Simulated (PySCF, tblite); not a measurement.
# C4H8OPSi radical: geometry, infrared bands and EPR parameters

Wanted: the infrared bands and EPR parameters of C4H8OPSi radical (`O=CC/C=C/[SiH]P`), by calculation.

Computed with tblite 0.8.0 and PySCF 2.14.0, with density-fitted response routines of our own, on a single molecule in the gas phase. Atoms are numbered from 0 throughout.

**1. Starting geometry**

15 atoms, charge 0, multiplicity 2; geometry from: force field or distance geometry start.

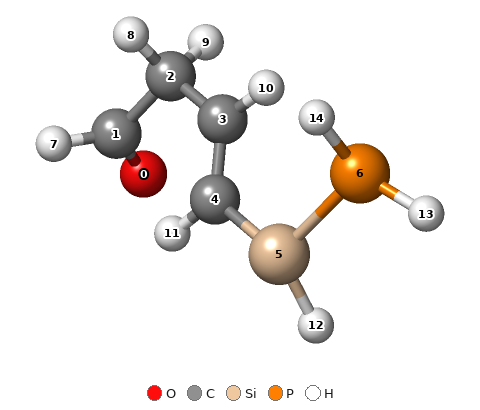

The starting geometry (oxygen red, carbon grey, silicon light orange, phosphorus orange, hydrogen white), atoms numbered; sticks join atoms by distance.

**2. Relaxing the molecule with GFN2-xTB**

Job settings and geometry (Å):

```
{"job": {"kind": "relax", "xc": "GFN2-xTB", "basis": "xTB"}, "charge": 0, "multiplicity": 2}
O     -2.635100    -1.655800    -0.322100
C     -2.520700    -0.537600     0.194700
C     -1.851400     0.549900    -0.568400
C     -0.380000     0.408200    -0.500500
C      0.149800    -0.600200     0.196800
Si     1.978800    -0.795900     0.287400
P      3.030100     0.781900    -0.800200
H     -2.879100    -0.407000     1.217200
H     -2.129800     1.496400    -0.071800
H     -2.245800     0.532400    -1.608200
H      0.275900     1.103800    -1.002300
H     -0.478500    -1.329200     0.700800
H      2.420800    -2.137700     0.031000
H      4.420600     0.494600    -1.076900
H      2.840100     2.104000    -0.204900
```

Run with:

```sh
$ OMP_NUM_THREADS=1 python probes_run.py task.json out
```

One launch serves the whole session: the jobs run in the order shown.

The program printed:

```text
step      E/eV     max force
  0    -566.06673    3.613
  1    -566.24397    4.247
  2    -566.48420    1.471
  3    -566.78680    1.286
  4    -566.91800    1.545
  5    -566.96797    0.848
  6    -567.01580    0.598
  7    -567.03948    0.759
  8    -567.05830    0.434
  9    -567.06799    0.304
 10    -567.07921    0.451
 11    -567.09029    0.500
 12    -567.09875    0.297
 13    -567.10346    0.146
 14    -567.10693    0.206
 15    -567.10978    0.234
 16    -567.11199    0.152
 17    -567.11369    0.118
 18    -567.11533    0.183
 19    -567.11747    0.240
 20    -567.12055    0.248
 21    -567.12424    0.194
 22    -567.12737    0.119
 23    -567.12931    0.116
 24    -567.13076    0.111
 25    -567.13216    0.105
 26    -567.13332    0.086
 27    -567.13434    0.084
 28    -567.13557    0.114
 29    -567.13731    0.138
 30    -567.13933    0.143
 31    -567.14112    0.121
 32    -567.14254    0.103
 33    -567.14387    0.102
 34    -567.14531    0.131
 35    -567.14672    0.107
 36    -567.14710    0.377
 37    -567.14875    0.112
 38    -567.14976    0.095
 39    -567.15276    0.117
 40    -567.15383    0.076
 41    -567.15495    0.096
 42    -567.15579    0.142
 43    -567.15724    0.110
 44    -567.15948    0.174
 45    -567.16418    0.183
 46    -567.16599    0.108
 47    -567.16708    0.198
 48    -567.16800    0.078
 49    -567.16890    0.068
 50    -567.17041    0.083
 51    -567.17121    0.071
 52    -567.17168    0.107
 53    -567.17196    0.087
 54    -567.17223    0.078
 55    -567.17254    0.067
 56    -567.17283    0.059
 57    -567.17305    0.041
 58    -567.17322    0.036
 59    -567.17339    0.026
 60    -567.17356    0.038
 61    -567.17370    0.051
 62    -567.17383    0.044
 63    -567.17401    0.033
 64    -567.17426    0.036
 65    -567.17444    0.030
 66    -567.17456    0.030
 67    -567.17466    0.027
 68    -567.17480    0.036
 69    -567.17499    0.071
 70    -567.17520    0.068
 71    -567.17536    0.124
 72    -567.17553    0.067
 73    -567.17571    0.029
 74    -567.17588    0.027
 75    -567.17601    0.024
 76    -567.17615    0.025
 77    -567.17632    0.040
 78    -567.17657    0.058
 79    -567.17688    0.065
 80    -567.17717    0.062
 81    -567.17743    0.049
 82    -567.17771    0.040
 83    -567.17803    0.045
 84    -567.17833    0.037
 85    -567.17855    0.038
 86    -567.17875    0.036
 87    -567.17898    0.041
 88    -567.17923    0.040
 89    -567.17950    0.045
 90    -567.17984    0.067
 91    -567.18041    0.092
 92    -567.18132    0.106
 93    -567.18241    0.105
 94    -567.18320    0.069
 95    -567.18354    0.058
 96    -567.18371    0.033
 97    -567.18386    0.069
 98    -567.18409    0.036
 99    -567.18446    0.027
100    -567.18465    0.025
101    -567.18481    0.028
102    -567.18493    0.019
103    -567.18505    0.023
104    -567.18517    0.028
105    -567.18532    0.032
106    -567.18548    0.042
107    -567.18565    0.059
108    -567.18578    0.058
109    -567.18590    0.056
110    -567.18606    0.047
111    -567.18624    0.039
112    -567.18641    0.029
113    -567.18653    0.025
114    -567.18660    0.020
115    -567.18664    0.011
116    -567.18665    0.009
```

Run time: 0.9 s. Hardware: 1 thread of AMD EPYC 7R43, shared host.

Along the way: (not every step is listed)

```csv
step,energy from step 0 (eV),largest force (eV/Å)
0,0.0000,3.6126
1,-0.1772,4.2473
2,-0.4175,1.4707
3,-0.7201,1.2859
4,-0.8513,1.5448
5,-0.9012,0.8483
6,-0.9491,0.5985
7,-0.9728,0.7592
8,-0.9916,0.4342
18,-1.0486,0.1832
28,-1.0688,0.1143
38,-1.0830,0.0954
48,-1.1013,0.0781
58,-1.1065,0.0364
68,-1.1081,0.0365
78,-1.1098,0.0581
88,-1.1125,0.0399
98,-1.1174,0.0362
108,-1.1191,0.0578
111,-1.1195,0.0391
112,-1.1197,0.0294
113,-1.1198,0.0251
114,-1.1199,0.0195
115,-1.1199,0.0112
116,-1.1199,0.0092
```

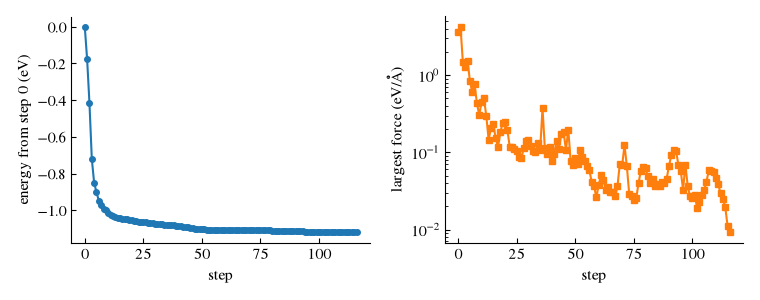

Energy and force, step by step.

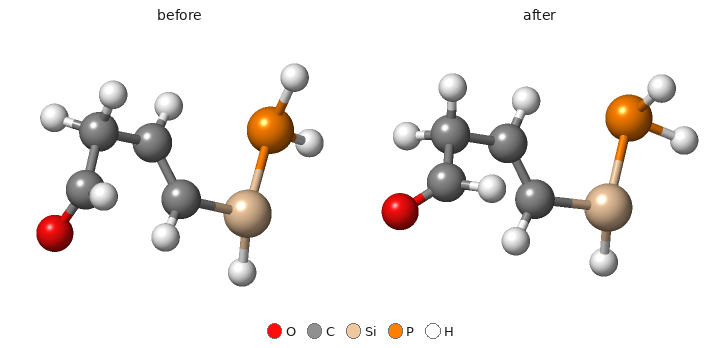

The geometry before (left) and after (right).

Close pairs (by a distance rule), those that changed most:

```csv
bond,before (Å),after (Å),change (Å)
P6–H14,1.462,1.386,-0.076
P6–H13,1.447,1.383,-0.063
Si5–P6,2.186,2.232,+0.047
O0–C1,1.237,1.198,-0.039
Si5–H12,1.436,1.470,+0.034
C4–Si5,1.842,1.865,+0.023
C2–C3,1.480,1.499,+0.019
C2–H9,1.112,1.095,-0.018
```

The next job starts from the end point, and lists it.

**3. Vibrational analysis with GFN2-xTB**

Job settings and geometry (Å):

```
{"job": {"kind": "ir", "xc": "GFN2-xTB", "basis": "xTB"}, "charge": 0, "multiplicity": 2}
O     -3.538025    -1.149106     0.162673
C     -2.625138    -0.398810     0.359758
C     -1.898976     0.391197    -0.692325
C     -0.409269     0.316813    -0.543049
C      0.251791    -0.730136    -0.045511
Si     2.101308    -0.744358     0.190197
P      3.055626     0.956756    -0.895462
H     -2.241479    -0.216941     1.384019
H     -2.220890     1.432747    -0.590340
H     -2.206377     0.045771    -1.684574
H      0.144840     1.176312    -0.904294
H     -0.314310    -1.584413     0.303954
H      2.671621    -2.038831    -0.208019
H      4.339560     0.657154    -0.476334
H      2.885305     1.893834     0.111739
```

The program printed:

```text
mode    cm-1     km/mol
  1      31.3      4.69
  2      54.8      6.02
  3      69.5      0.07
  4      99.4      9.13
  5     140.4      1.60
  6     156.3      1.74
  7     205.9      4.71
  8     301.8      4.84
  9     386.8     25.03
 10     429.8     31.24
 11     478.3     14.67
 12     536.0      5.56
 13     569.7    120.08
 14     679.3     15.91
 15     690.7      2.60
 16     719.1     31.83
 17     776.3      2.08
 18     810.4     35.77
 19     966.9     25.25
 20     989.0     20.49
 21    1024.6     19.69
 22    1062.9     34.61
 23    1129.2     33.06
 24    1139.9     12.36
 25    1193.8      8.88
 26    1268.1      4.72
 27    1295.5      0.09
 28    1379.8     19.10
 29    1417.5     14.47
 30    1606.2      9.61
 31    1788.3    477.61
 32    2190.7    262.36
 33    2288.3     76.29
 34    2378.0    115.75
 35    2753.0    112.20
 36    2939.9      8.46
 37    2956.9     10.93
 38    3018.5     42.30
 39    3040.2     42.79
```

Wall time 0.59 s (1 thread of AMD EPYC 7R43, shared host).

Which atoms move in the most intense modes:

```csv
cm⁻¹,km/mol,atoms
570,120.1,H12 73 %
1788,477.6,"C1 60 %, O0 39 %"
2191,262.4,H12 96 %
2288,76.3,"H14 64 %, H13 32 %"
2378,115.8,"H13 65 %, H14 32 %"
2753,112.2,H7 94 %
3018,42.3,H10 89 %
3040,42.8,H11 89 %
```

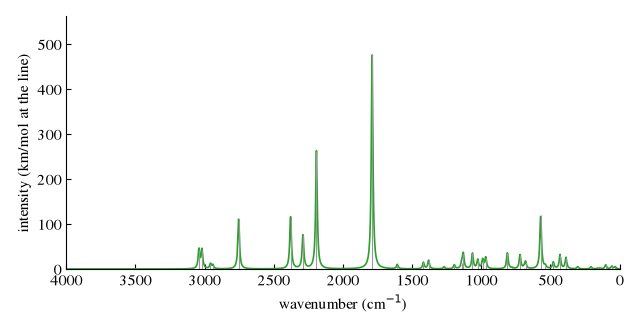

The infrared spectrum from these modes, unscaled. Lines are broadened to a width of 14 cm⁻¹ (Lorentzian).

**4. g tensor and hyperfine couplings: B3LYP/pcH-1**

Same as in step 3 but for these lines:

```diff
@@ -1,2 +1,2 @@
-{"job": {"kind": "ir", "xc": "GFN2-xTB", "basis": "xTB"}, "charge": 0, "multiplicity": 2}
+{"job": {"kind": "epr", "basis": "pcH-1"}, "charge": 0, "multiplicity": 2}
 O     -3.538025    -1.149106     0.162673
```

With the program's defaults for keys left out, this is: UKS B3LYP, pcH-1 on C H O P Si, non-relativistic, mean-field spin-orbit, GIAO.

The program printed:

```text
UKS, coarse grid
  cycle   1  E = -863.11925228  |g| = 6.18e-01
  cycle   2  E = -861.94714738  |g| = 1.54e+00
  cycle   3  E = -863.22955471  |g| = 2.81e-01
  cycle   4  E = -863.26696476  |g| = 9.80e-02
  cycle   5  E = -863.27206428  |g| = 4.26e-02
  cycle   6  E = -863.27289793  |g| = 1.73e-02
  cycle   7  E = -863.27303308  |g| = 5.68e-03
  cycle   8  E = -863.27305021  |g| = 3.21e-03
  cycle   9  E = -863.27305561  |g| = 7.78e-04
UKS, final grid
  cycle   1  E = -863.27303493  |g| = 1.03e-03
  cycle   2  E = -863.27303419  |g| = 1.88e-03
  cycle   3  E = -863.27303548  |g| = 2.92e-04
  cycle   4  E = -863.27303553  |g| = 1.04e-04
  cycle   5  E = -863.27303557  |g| = 1.12e-04
  cycle   6  E = -863.27303558  |g| = 2.05e-05
  cycle   7  E = -863.27303558  |g| = 7.48e-06
E = -863.27303558 Eh   <S^2> = 0.7564 (exact 0.7500)
g shifts (ppm)      1          2          3
  rmc          -141       -141       -141
  gc             20         43         69
  oz_so        -479        866       3618
  total        -600        768       3546
hyperfine (MHz)  atom isotope    a_iso     a_fc   dipolar eigenvalues
    0   17O       0.02       0.02     -0.34      0.07      0.26
    1   13C       3.22       3.22     -0.45     -0.01      0.46
    2   13C      -3.81      -3.81     -0.64     -0.08      0.72
    3   13C      19.15      19.17    -14.83    -14.07     28.90
    4   13C       8.56       8.55    -13.04      2.72     10.31
    5  29Si    -422.50    -423.31   -152.65     75.43     77.22
    6   31P      -0.68      -0.33    -46.64    -39.28     85.91
    7    1H      -0.16      -0.16     -1.13     -0.49      1.62
    8    1H      10.00      10.00     -1.23     -0.97      2.20
    9    1H      22.28      22.28     -1.42     -1.09      2.51
   10    1H     -10.35     -10.35     -4.21     -1.68      5.89
   11    1H       2.33       2.33     -3.36     -1.20      4.56
   12    1H      32.55      32.52     -8.72      0.98      7.73
   13    1H       4.50       4.49     -3.36     -0.42      3.79
   14    1H      36.33      36.32     -3.23     -0.98      4.21
```

It took 63 s on 1 thread of AMD EPYC 7R43, shared host; peak memory 1.1 GiB.

Principal g values 2.00172, 2.00309, 2.00587; g(iso) = 2.00356, against 2.00232 for a free electron.

Mean a(iso) over the nuclei that a row names, and the largest dipolar term of the row (other rows stand at the frozen geometry):

```csv
nuclei,isotope,a(iso) (MHz),"a(iso) (G, at g = 2.0023)",largest dipolar term (MHz)
Si5,29Si,-422.5,-150.8,-152.6
H12,1H,32.5,11.6,-8.7
"H13, H14",1H,20.4,7.3,4.2
C3,13C,19.1,6.8,28.9
"H8, H9",1H,16.1,5.8,2.5
H10,1H,-10.3,-3.7,5.9
C4,13C,8.6,3.1,-13.0
C2,13C,-3.8,-1.4,0.7
C1,13C,3.2,1.1,0.5
H11,1H,2.3,0.8,4.6
P6,31P,-0.7,-0.2,85.9
H7,1H,-0.2,-0.1,1.6
O0,17O,0.0,0.0,-0.3
```

Mulliken spin populations:

O0 0.00; C1 0.00; C2 -0.01; C3 0.18; C4 -0.09; Si5 0.82; P6 0.08; H7 0.00; H8 0.00; H9 0.01; H10 -0.01; H11 0.00; H12 0.00; H13 0.00; H14 0.01

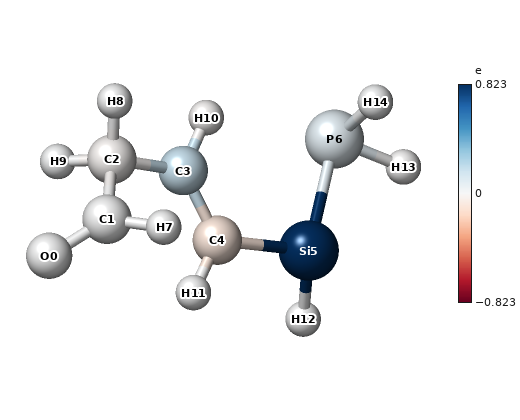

Mulliken spin populations, as colours on the atoms.

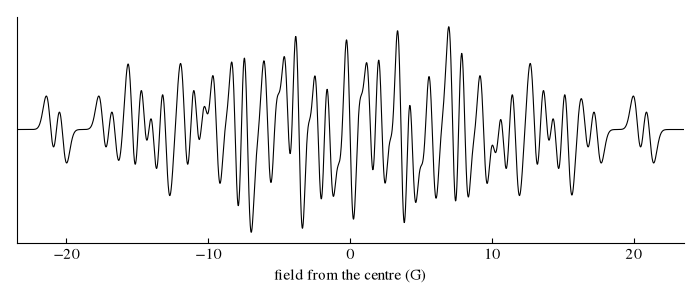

First-order isotropic spectrum (first derivative, main isotopes with spin only, couplings over 0.8 MHz, Gaussian width 0.3 G; couplings of the frozen geometry, rotation of groups not averaged beyond the rows shown).

The fields below are evaluated on a grid from the run's orbitals.

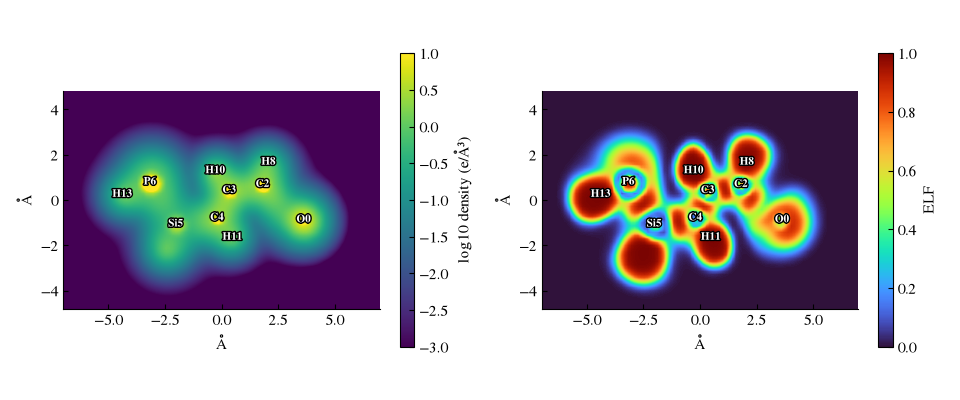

Density (left) and ELF (right) in a plane through or near 10 of the atoms.

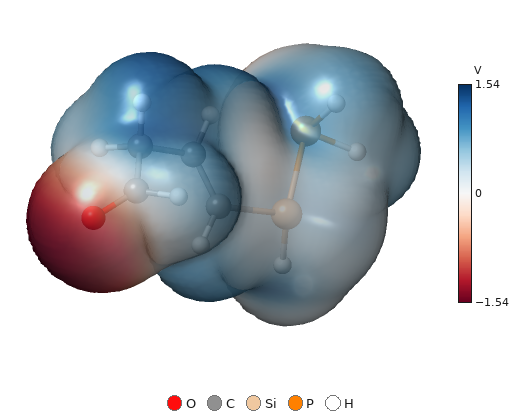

Electrostatic potential on the surface of density 0.002 e/bohr³; red is low, blue high. It runs from -1.54 V near O0 to 1.18 V near H8.

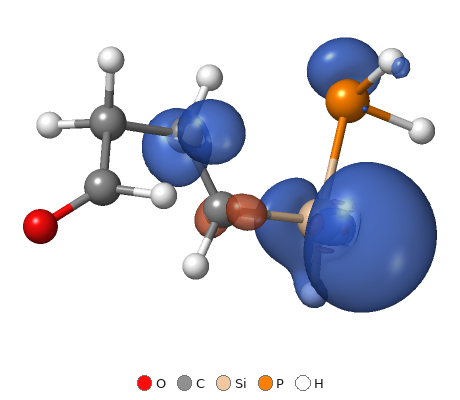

Spin density at ±0.03 e/Å³ (alpha excess blue, beta excess red).

**5. Summary of results**

```
                                 quantity                    value
strongest single infrared mode (GFN2-xTB)    1788 cm⁻¹, 478 km/mol
             zero-point energy (GFN2-xTB)            64.3 kcal/mol
                           g(iso) (B3LYP)                  2.00356
                                     ⟨S²⟩       0.756 (exact 0.75)
       largest a(iso) (averaged by class)  29Si on Si5, -422.5 MHz
    surface potential, least and greatest       -1.54 V and 1.18 V
```

The optimisation took 116 steps and gained 1.120 eV; among the close pairs (by a distance rule), P6–H14 changed most, from 1.462 to 1.386 Å. All 39 modes are real, so the xTB geometry is a minimum. The strongest single mode, at 1788 cm⁻¹, moves mainly C1 and O0. Unscaled tight-binding wavenumbers are off by several per cent, some by more. Its intensities can rank the bands wrongly. Most of the unpaired spin sits on Si5 (0.82 e). The isotropic g lies 1.2 ppt above the free-electron value.
